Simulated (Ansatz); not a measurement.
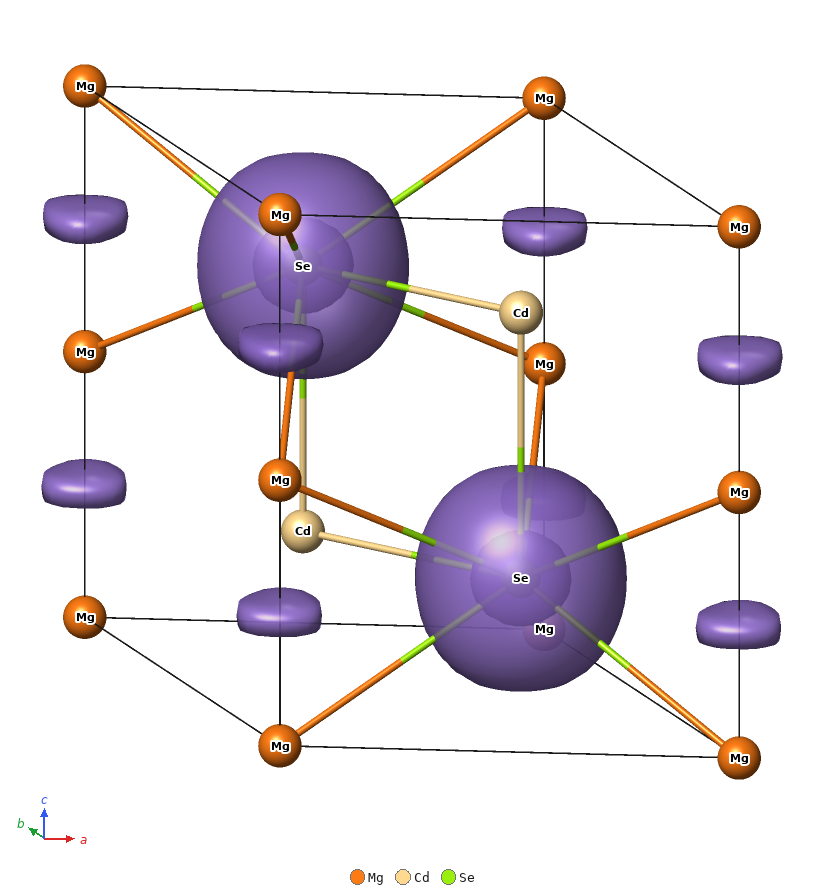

Figure 1: MgCdSe. Isosurface of the ELF at 0.65 (purple), seen slightly off an axis. Only the valence region is drawn (cores and ρ < 0.01 e/Å³ removed). Sticks mark near contacts.

Space group P6₃/mmc; a structure generated by program, which may or may not match a known phase.

Level of theory: DFT PBE, scalar-relativistic, plane waves, PAW (Ansatz).

Core electrons are frozen (PAW), and the valence fields are smoothed inside the atomic spheres.

```
Mg Cd Se
1.0
     5.07623    0.00000    0.00000
    -2.53812    4.39615    0.00000
     0.00000    0.00000    6.14858
Mg Cd Se
2 2 2
Cartesian
  0.0000 0.0000 0.0000
  0.0000 0.0000 3.0743
  2.5381 1.4654 4.6114
  0.0000 2.9308 1.5371
  2.5381 1.4654 1.5371
  0.0000 2.9308 4.6114
```

Question: Identify the bonds, lone pairs and shells in this picture.

Answer: The surface consists of two regions wrapped around Se (the valence shell of each) and two pockets between the atoms, centred on no nucleus (multi-centre or interstitial), counted in one cell of 6 atoms. Any copies at cell faces, edges or corners count once.

Values along the shortest contacts:
Cd–Se (2.93 Å): the ELF is about 0.30 at the midpoint and 0.15 at its lowest between the atoms. Mg–Se (3.31 Å): the ELF is about 0.30 at the midpoint; no shared electron pair shows on this line.
